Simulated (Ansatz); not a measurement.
**[Cu(PH3)2]+ (CuP₂H₆+): structure and electronic state**

What does [Cu(PH3)2]+ (CuP₂H₆+) look like as a singlet, and where do its frontier electrons sit?

Method: RKS PBE0-D4/def2-TZVP; program: Ansatz 0.2.0, Gaussian basis.

Plan: relaxation at PBE-D4/def2-SVP; a search for the lowest solution at PBE0-D4/def2-SVP; a single point at PBE0-D4/def2-TZVP.

### Step 1. Where the work starts

9 atoms, charge 1, spin multiplicity 1.

Atoms are counted from 1 here; the program's logs count them from 0.

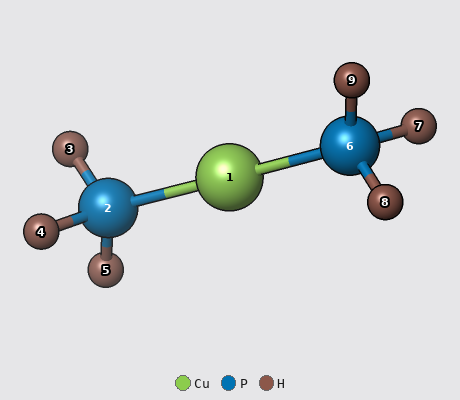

Start geometry, drawn with copper green, phosphorus blue, hydrogen brown; atoms are numbered from 1 in the order of the file.

Coordinates:

| atom | x (Å) | y (Å) | z (Å) |
| --- | --- | --- | --- |
| Cu1 | 0.00741 | 0.01566 | -0.00034 |
| P2 | 0.00046 | -0.01152 | 2.32583 |
| H3 | 0.78653 | -0.92312 | 2.99745 |
| H4 | -1.17726 | -0.25818 | 2.99833 |
| H5 | 0.38027 | 1.10946 | 3.03084 |
| P6 | 0.00275 | 0.01842 | -2.32595 |
| H7 | 1.15409 | 0.33366 | -3.01432 |
| H8 | -0.85213 | 0.85756 | -3.00720 |
| H9 | -0.30211 | -1.14194 | -3.00464 |

Formally the metal is d10. No spin-orbit coupling is included. The ion is computed in the gas phase, without counter-ions or solvent.

The start is a GFN2-xTB geometry.

### Step 2. Relaxation at PBE-D4/def2-SVP

File in.yaml:

```yaml
crystal:
  periodic: [false, false, false]
  atoms:
    - {symbol: Cu, position_ang: [0.007410, 0.015660, -0.000340]}
    - {symbol: P, position_ang: [0.000460, -0.011520, 2.325830]}
    - {symbol: H, position_ang: [0.786530, -0.923120, 2.997450]}
    - {symbol: H, position_ang: [-1.177260, -0.258180, 2.998330]}
    - {symbol: H, position_ang: [0.380270, 1.109460, 3.030840]}
    - {symbol: P, position_ang: [0.002750, 0.018420, -2.325950]}
    - {symbol: H, position_ang: [1.154090, 0.333660, -3.014320]}
    - {symbol: H, position_ang: [-0.852130, 0.857560, -3.007200]}
    - {symbol: H, position_ang: [-0.302110, -1.141940, -3.004640]}
basis:
  gaussian: {orbitals: def2-SVP}
total_charge: 1
hamiltonian: {xc: pbe, dispersion: d4}
scf: {omitted_lower_state_checks: [starts]}
output: {orbitals: {seedname: orbitals}}
relax: {f_tol: 0.02, max_steps: 100}
```

Launch:

```
> ansatz run in.yaml --threads 4 --pin off --events-out ev --progress --plain --max-ram 3916MiB
```

The program printed, shortened:

```text
Functional definition: PBE
  name "PBE"
  cite "Perdew, Burke & Ernzerhof, Phys. Rev. Lett. 77, 3865 (1996) doi:10.1103/PhysRevLett.77.3865"
  parent pbe
[...]
1146 factors; their error is unknown
[...]
mean field -63282.49323120 eV, -2325.5887318321 hartree, gradient 1.2e-5 eV, S^2 0.000000; 0 other end points of the search recorded, 0 dependent functions left out
[...]
reference -63282.49328925 eV, -2325.5887339653 hartree; 32, 32 occupied and 65, 65 virtual orbitals, 1146 factors
relax step   1: F+E_penalty+E_count = -63282.64806094 eV  Δ(F+E_penalty+E_count) = +0.000e0 eV  max|allowed force component| = 1.805e0 eV/Å  Δτ_max = 0.0000 Å  (26 SCF iters, accepted)
[...]
relax step   3: F+E_penalty+E_count = -63282.91006168 eV  Δ(F+E_penalty+E_count) = -2.776e-2 eV  max|allowed force component| = 3.734e-2 eV/Å  Δτ_max = 0.0399 Å  (28 SCF iters, accepted)
[...]
relax step   4: F+E_penalty+E_count = -63282.91024847 eV  Δ(F+E_penalty+E_count) = -1.868e-4 eV  max|allowed force component| = 2.217e-3 eV/Å  Δτ_max = 0.0057 Å  (21 SCF iters, accepted)
[...]
1146 factors; their error is unknown
mean field -63282.75125534 eV, -2325.5982140444 hartree, gradient 1.2e-5 eV, S^2 0.000000; 0 other end points of the search recorded, 0 dependent functions left out
[...]
reference -63282.75131352 eV, -2325.5982161823 hartree; 32, 32 occupied and 65, 65 virtual orbitals, 1146 factors
Total energy: -63282.91030664 eV, -2325.6040590718 hartree
Atom 0 at     0.004269     0.008952     0.000060 Å, force    -0.001069    -0.002217     0.000019 eV/Å
Atom 1 at    -0.000541    -0.013542     2.236136 Å, force    -0.000055     0.000032     0.001415 eV/Å
Atom 2 at     0.832240    -0.972063     2.885886 Å, force     0.001121    -0.000596    -0.000082 eV/Å
Atom 3 at    -1.243225    -0.269192     2.887943 Å, force    -0.001158     0.000194     0.000058 eV/Å
Atom 4 at     0.403225     1.176874     2.910159 Å, force     0.000634     0.001535    -0.001103 eV/Å
Atom 5 at     0.002002     0.016596    -2.236116 Å, force    -0.000125    -0.000307    -0.001461 eV/Å
Atom 6 at     1.220660     0.352923    -2.896560 Å, force     0.001380     0.000838     0.000882 eV/Å
Atom 7 at    -0.899907     0.906126    -2.891659 Å, force    -0.000665     0.001392     0.000677 eV/Å
Atom 8 at    -0.318713    -1.206674    -2.895848 Å, force    -0.000065    -0.000871    -0.000404 eV/Å
Dipole moment:    -0.001061    -0.002229    -0.000015 e Å
Checks for a lower state left out: starts
```

It took 4.9 s on 4 threads of Arm Neoverse V1, shared host.

Step by step:

| step | energy from step 1 (eV) | largest force component (eV/Å) |
| --- | --- | --- |
| 1 | 0.0000 | 1.8046 |
| 2 | -0.2342 | 0.8017 |
| 3 | -0.2620 | 0.0373 |
| 4 | -0.2622 | 0.0022 |

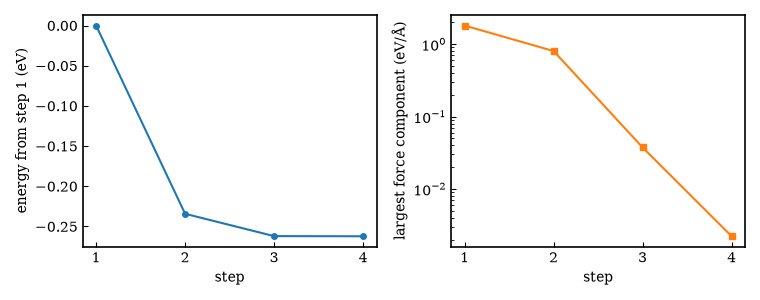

Energy and largest force along the relaxation.

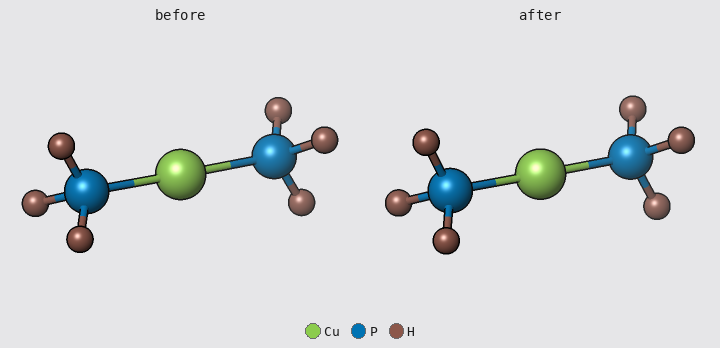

Before and after, at one scale.

Close pairs (by a distance rule), those that changed most:

| bond | before (Å) | after (Å) | change (Å) |
| --- | --- | --- | --- |
| Cu1–P2 | 2.326 | 2.236 | -0.090 |
| Cu1–P6 | 2.326 | 2.236 | -0.089 |
| P2–H5 | 1.378 | 1.426 | +0.049 |
| P6–H7 | 1.378 | 1.426 | +0.048 |
| P6–H8 | 1.378 | 1.426 | +0.048 |
| P6–H9 | 1.378 | 1.426 | +0.048 |
| P2–H3 | 1.378 | 1.426 | +0.048 |
| P2–H4 | 1.378 | 1.426 | +0.048 |

Bonds by kind at the end (by distance):

| bond | count | shortest (Å) | longest (Å) |
| --- | --- | --- | --- |
| Cu–P | 2 | 2.236 | 2.236 |
| H–P | 6 | 1.426 | 1.426 |

### Step 3. Searching for the lowest solution, PBE0-D4/def2-SVP

start.molden holds the orbitals of an earlier run on this state, given as this run's starting guess.

File in.yaml:

```yaml
crystal:
  periodic: [false, false, false]
  atoms:
    - {symbol: Cu, position_ang: [0.004269, 0.008952, 0.000060]}
    - {symbol: P, position_ang: [-0.000541, -0.013542, 2.236136]}
    - {symbol: H, position_ang: [0.832240, -0.972063, 2.885886]}
    - {symbol: H, position_ang: [-1.243225, -0.269192, 2.887943]}
    - {symbol: H, position_ang: [0.403225, 1.176874, 2.910159]}
    - {symbol: P, position_ang: [0.002002, 0.016596, -2.236116]}
    - {symbol: H, position_ang: [1.220660, 0.352923, -2.896560]}
    - {symbol: H, position_ang: [-0.899907, 0.906126, -2.891659]}
    - {symbol: H, position_ang: [-0.318713, -1.206674, -2.895848]}
basis:
  gaussian: {orbitals: def2-SVP, initial_orbitals: start.molden}
total_charge: 1
hamiltonian: {xc: pbe0, dispersion: d4}
output: {orbitals: {seedname: orbitals}}
```

Launched as before.

The program printed:

```text
Functional definition: PBE0
  name "PBE0"
  cite "Adamo & Barone, J. Chem. Phys. 110, 6158 (1999) doi:10.1063/1.478522"
  cite "Perdew, Burke & Ernzerhof, Phys. Rev. Lett. 77, 3865 (1996) doi:10.1103/PhysRevLett.77.3865"
  parent pbe
  parameter a = 0.25
  parameter kappa = 0.804
  parameter beta = 0.06672455060314922
  exchange = (1 - a)*pbe_x(kappa = kappa, mu = beta*pi^2/3) + a*exact_x
  correlation = pbe_c(beta = beta)
980 factors; integrals over basis functions are off by at most 8.6e-4 eV
mean field evaluation 1: about -63284.5215 eV, gradient 6.8e0 eV
mean field evaluation 2: about -63284.6276 eV, gradient 2.8e-1 eV
mean field evaluation 4: about -63284.7702 eV, gradient 3.7e-3 eV
mean field evaluation 8: about -63272.3296 eV, gradient 8.6e1 eV
mean field evaluation 16: about -63284.7676 eV, gradient 1.2e0 eV
mean field -63284.77015836 eV, -2325.6724073618 hartree, gradient 2.3e-5 eV, S^2 0.000000; 1 other end points of the search recorded, 0 dependent functions left out
reference -63284.77020185 eV, -2325.6724089602 hartree; 32, 32 occupied and 65, 65 virtual orbitals, 980 factors
Total energy: -63284.90585568 eV, -2325.6773941463 hartree
```

Run time: 1.9 s. Hardware: 4 threads of Arm Neoverse V1, shared host.

Report: HOMO -12.27 eV, LUMO -4.75 eV.

### Step 4. Single point, PBE0-D4/def2-TZVP

in.yaml, as its differences from that of step 3:

```diff
@@ -13,5 +13,6 @@
 basis:
-  gaussian: {orbitals: def2-SVP, initial_orbitals: start.molden}
+  gaussian: {orbitals: def2-TZVP, initial_orbitals: start.molden}
 total_charge: 1
 hamiltonian: {xc: pbe0, dispersion: d4}
+scf: {omitted_lower_state_checks: [starts]}
 output: {orbitals: {seedname: orbitals}}
```

The command is unchanged.

The program printed:

```text
Functional definition: PBE0
  name "PBE0"
  cite "Adamo & Barone, J. Chem. Phys. 110, 6158 (1999) doi:10.1063/1.478522"
  cite "Perdew, Burke & Ernzerhof, Phys. Rev. Lett. 77, 3865 (1996) doi:10.1103/PhysRevLett.77.3865"
  parent pbe
  parameter a = 0.25
  parameter kappa = 0.804
  parameter beta = 0.06672455060314922
  exchange = (1 - a)*pbe_x(kappa = kappa, mu = beta*pi^2/3) + a*exact_x
  correlation = pbe_c(beta = beta)
these checks for a lower state are left out or cut short: starts
1370 factors; their error is unknown
mean field evaluation 1: about -63295.6986 eV, gradient 1.3e2 eV
mean field evaluation 2: about -63297.7170 eV, gradient 3.7e0 eV
mean field evaluation 4: about -63297.8389 eV, gradient 2.9e-1 eV
mean field evaluation 8: about -63297.8390 eV, gradient 1.0e-5 eV
mean field -63297.83902258 eV, -2326.1526792636 hartree, gradient 1.0e-5 eV, S^2 0.000000; 0 other end points of the search recorded, 0 dependent functions left out
reference -63297.83906163 eV, -2326.1526806987 hartree; 32, 32 occupied and 123, 123 virtual orbitals, 1370 factors
Total energy: -63297.97471546 eV, -2326.1576658848 hartree
Checks for a lower state left out: starts
```

Wall time 2 s (4 threads of Arm Neoverse V1, shared host).

From the report: HOMO -12.50 eV, LUMO -5.25 eV.

Mulliken charges, from this run's orbitals:

| atom | value (e) |
| --- | --- |
| Cu1 | -0.06 |
| P2 | 0.03 |
| H3 | 0.17 |
| H4 | 0.17 |
| H5 | 0.17 |
| P6 | 0.03 |
| H7 | 0.17 |
| H8 | 0.17 |
| H9 | 0.17 |

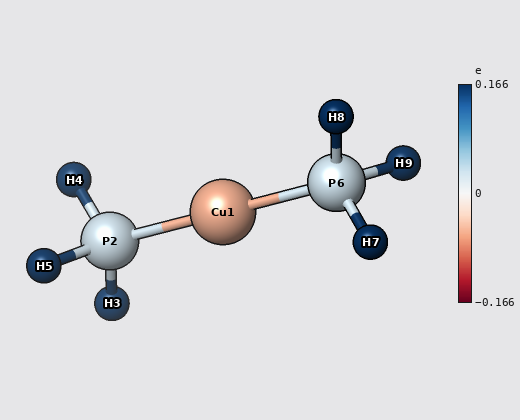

Mulliken charges, from this run's orbitals, as colours on the atoms.

Largest Mayer bond orders: P2–H3 0.93; P2–H4 0.93; P2–H5 0.93; P6–H7 0.93; P6–H8 0.93; P6–H9 0.93; Cu1–P2 0.83; Cu1–P6 0.83.

The fields below are evaluated on a grid from the run's orbitals.

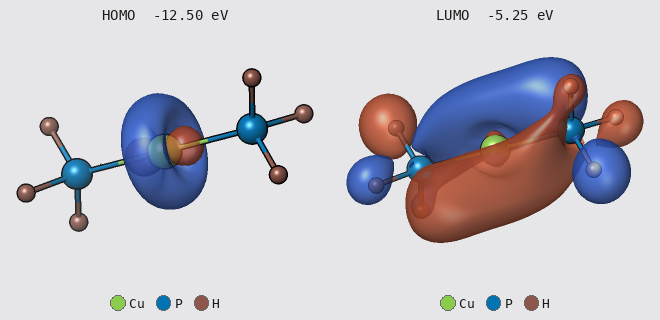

Frontier orbitals at PBE0-D4/def2-TZVP; each surface holds 70 % of the orbital's density, blue and red mark the sign.

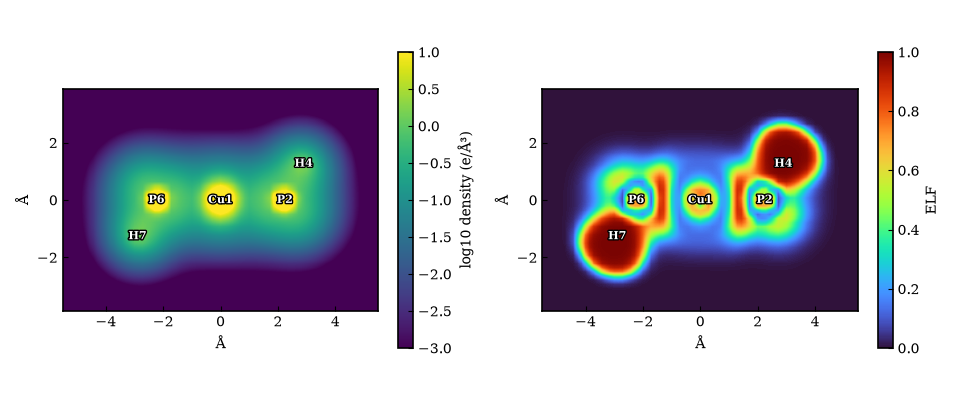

Density (left) and ELF (right) in a plane through or near 5 of the atoms.

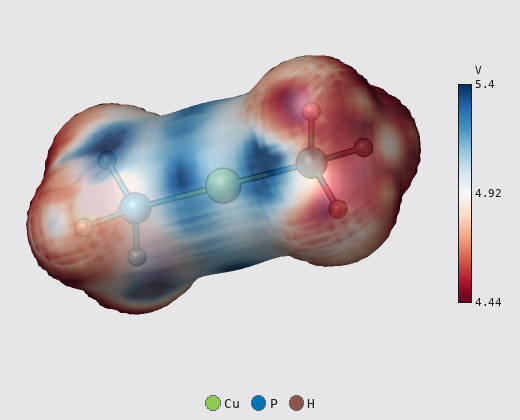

Electrostatic potential on the surface of density 0.002 e/bohr³; red is low, blue high. It runs from 4.44 to 5.40 V.

### Step 5. Outcome

| quantity | value |
| --- | --- |
| point group | D3 |
| near neighbours of the metal | P 2.24, P 2.24 Å |
| HOMO, LUMO at PBE0-D4/def2-TZVP | -12.50, -5.25 eV |
| charge on the metal (Mulliken, PBE0-D4/def2-TZVP) | -0.06 e |

The molecule keeps its bonding pattern by the stored test; the atoms moved 0.12 Å (rms). The Mulliken charge of the metal, -0.06 e, depends on the basis and isn't its oxidation state. No usable vibrations, so a minimum isn't proven. The HOMO lies nearest to Cu1 85 % and the LUMO to Cu1 35 %; P2, P6 about 13 % each. Whether this spin is the lowest isn't tested here.
